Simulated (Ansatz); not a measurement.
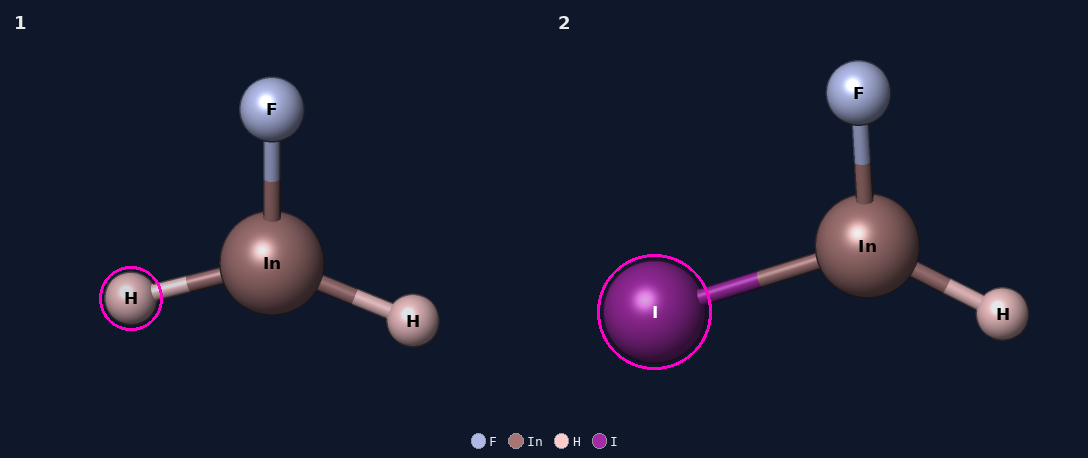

2 molecules with one skeleton, seen from the same side and at one scale; the atom that differs is circled. Charge 0, singlet. Computed geometries: PBE0-D4/def2-TZVP optimisations, one conformation each. Properties computed with Ansatz 0.2.0. Elements past Kr carry core potentials.

One atom differs, called X below: H in panel 1, I in panel 2. Their formulas are FH2In (`[F][InH2]`), FHIIn (`[F][InH][I]`).

**In which is the angle X–In–H larger (PBE0-D4/def2-TZVP)?**

In panel 1 (X = H).

**In which is the harmonic zero-point energy higher (PBE0-D4/def2-TZVP)?**

In panel 1 (X = H).

Give the values. With PBE0-D4/def2-TZVP: length of X–In (Å), angle X–In–H (°), dipole moment (D), harmonic zero-point energy (kJ/mol). With revPBE-D4/def2-TZVPP: HOMO energy (Kohn–Sham orbital) (eV), HOMO–LUMO gap (eV).

```json
{"quantity": "length of X–In (Å)", "1 (H)": "1.702", "2 (I)": "2.630", "2 − 1": "+0.928"}
{"quantity": "angle X–In–H (°)", "1 (H)": "139.2", "2 (I)": "130.5", "2 − 1": "−8.7"}
{"quantity": "dipole moment (D)", "1 (H)": "3.07", "2 (I)": "2.60", "2 − 1": "−0.47"}
{"quantity": "harmonic zero-point energy (kJ/mol)", "1 (H)": "35.2", "2 (I)": "21.7", "2 − 1": "−13.5"}
{"quantity": "HOMO energy (Kohn–Sham orbital) (eV)", "1 (H)": "−7.22", "2 (I)": "−6.72", "2 − 1": "+0.50"}
{"quantity": "HOMO–LUMO gap (eV)", "1 (H)": "4.78", "2 (I)": "4.03", "2 − 1": "−0.75"}
```
